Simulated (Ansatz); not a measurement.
# CHClFNOSi (SMILES O=C=N[SiH](F)Cl) at SVWN5/6-31G(d) (spherical functions)

Aim: the vertical ionisation energy of CHClFNOSi at SVWN5/6-31G* (spherical functions), from 2 runs. 

Program for the calculation: Ansatz 0.2.0.

144 further runs of the same task are left out: 144 set aside as unsound or not needed. Runs told in other sessions of the task aren't counted.

### Step 1. Starting point

CHClFNOSi has 7 atoms, charge 0, and is taken as a singlet. SMILES: `O=C=N[SiH](F)Cl`. The shape is that of a PBE0-D4/def2-TZVP optimisation. This is one conformer, not always the lowest.

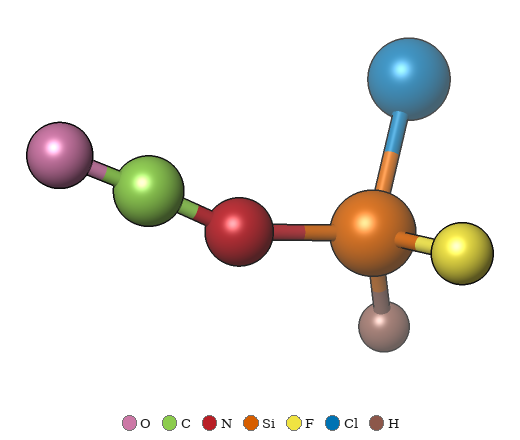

The structure, seen from a chosen angle (oxygen pink, carbon green, nitrogen red, silicon orange, fluorine yellow, chlorine blue, hydrogen brown).

### Step 2. A single-point energy at SVWN5/6-31G(d) (spherical functions)

job.yaml

```yaml
crystal:
  periodic: [false, false, false]
  atoms:
    - {symbol: O, position_ang: [0.815200, -2.357500, 1.658700]}
    - {symbol: C, position_ang: [0.512200, -1.559700, 0.874600]}
    - {symbol: "N", position_ang: [0.199300, -0.771000, 0.028300]}
    - {symbol: Si, position_ang: [-0.274200, 0.722000, -0.596700]}
    - {symbol: F, position_ang: [0.917700, 1.292700, -1.464400]}
    - {symbol: Cl, position_ang: [-0.652900, 2.033600, 0.904000]}
    - {symbol: H, position_ang: [-1.456100, 0.571700, -1.450200]}
basis:
  gaussian:
    orbitals: 6-31G_st_-spherical.json
total_charge: 0
hamiltonian:
  xc: {name: SVWN5}
accuracy: high
output:
  orbitals: {seedname: orbitals}
```

The basis set 6-31G* is read from a file made from the Basis Set Exchange's data (not shown).

Launch:

```console
$ ansatz run job.yaml --threads 1 --pin off --max-ram 3480MiB --events-out events.jsonl --progress --plain --runs-dir runs
```

The program printed:

```text
Warning: RAYON_NUM_THREADS=1 ignored (pool sized by the plan → 1); use --threads N
Functional definition: SVWN5
  name "SVWN5"
  exchange = slater_x
  correlation = vwn5_c
1979 factors; integrals over basis functions are off by at most 6.2e-9 eV
mean field evaluation 1: about -27578.2268 eV, gradient 6.3e1 eV
mean field evaluation 2: about -27562.4307 eV, gradient 1.1e2 eV
mean field evaluation 4: about -27585.0835 eV, gradient 1.3e1 eV
mean field evaluation 8: about -27585.4041 eV, gradient 7.4e-1 eV
mean field evaluation 16: about -27585.4056 eV, gradient 5.5e-5 eV
mean field -27585.40560076 eV, -1013.7449577684 hartree, gradient 7.1e-8 eV, S^2 0.000000; 0 other end points of the search recorded, 0 dependent functions left out
reference -27585.40560382 eV, -1013.7449578809 hartree; 31, 31 occupied and 63, 63 virtual orbitals, 1979 factors
Total energy: -27585.40560382 eV, -1013.7449578809 hartree
```

It took 4.5 s on 1 thread of Arm Neoverse V2, shared host; peak memory 0.23 GiB.

### Step 3. The doublet cation at the same level

Edit job.yaml of step 2 so:

```diff
@@ -5,3 +5,3 @@
     - {symbol: C, position_ang: [0.512200, -1.559700, 0.874600]}
-    - {symbol: "N", position_ang: [0.199300, -0.771000, 0.028300]}
+    - {symbol: N, position_ang: [0.199300, -0.771000, 0.028300]}
     - {symbol: Si, position_ang: [-0.274200, 0.722000, -0.596700]}
@@ -13,3 +13,6 @@
     orbitals: 6-31G_st_-spherical.json
-total_charge: 0
+total_charge: 1
+magnetization:
+  spin_polarized: true
+  initial_magnetization: 1
 hamiltonian:
@@ -17,3 +20,2 @@
 accuracy: high
-output:
-  orbitals: {seedname: orbitals}
+output: {orbitals: {seedname: orbitals}}
```

The basis set 6-31G* is read from a file made from the Basis Set Exchange's data (not shown).

Launch:

```console
$ ansatz run job.yaml --threads 1 --pin off --max-ram 3480MiB --events-out events.jsonl --progress --plain --runs-dir runs
```

The program printed:

```text
Warning: RAYON_NUM_THREADS=1 ignored (pool sized by the plan → 1); use --threads N
[... 4 set-up lines as earlier in the session ...]
1979 factors; integrals over basis functions are off by at most 6.2e-9 eV
mean field evaluation 1: about -27557.7447 eV, gradient 6.4e1 eV
mean field evaluation 2: about -27467.2789 eV, gradient 1.5e2 eV
mean field evaluation 4: about -27563.7325 eV, gradient 4.5e1 eV
mean field evaluation 8: about -27574.0769 eV, gradient 4.9e0 eV
mean field evaluation 16: about -27574.2640 eV, gradient 2.1e-1 eV
mean field evaluation 32: about -27574.2644 eV, gradient 8.5e-6 eV
mean field evaluation 64: about -27573.5919 eV, gradient 5.3e-1 eV
mean field -27574.26441560 eV, -1013.3355267656 hartree, gradient 5.2e-9 eV, S^2 0.751828; 8 other end points of the search recorded, 0 dependent functions left out
reference -27574.26441867 eV, -1013.3355268786 hartree; 31, 30 occupied and 63, 64 virtual orbitals, 1979 factors
Total energy: -27574.26441867 eV, -1013.3355268786 hartree
```

It took 15 s on 1 thread of Arm Neoverse V2, shared host; peak memory 0.28 GiB.

### Step 4. Outcome

Level: SVWN5/6-31G* (spherical functions).

```
                                          quantity           value
                   singlet CHClFNOSi: total energy  -1013.74496 Eh
                    singlet CHClFNOSi: HOMO energy        -7.96 eV
                    singlet CHClFNOSi: LUMO energy        -1.28 eV
                  singlet CHClFNOSi: HOMO–LUMO gap         6.67 eV
                      doublet cation: total energy  -1013.33553 Eh
doublet cation: HOMO energy (highest over α and β)       -14.27 eV
 doublet cation: LUMO energy (lowest over α and β)       -14.24 eV
                              doublet cation: ⟨S²⟩           0.752
vertical ionisation energy (to the doublet cation)       11.141 eV
```

The vertical ionisation energy comes to 11.14 eV (257 kcal/mol). −ε(HOMO) before ionisation, 7.96 eV, is 3.18 eV below this ionisation energy.
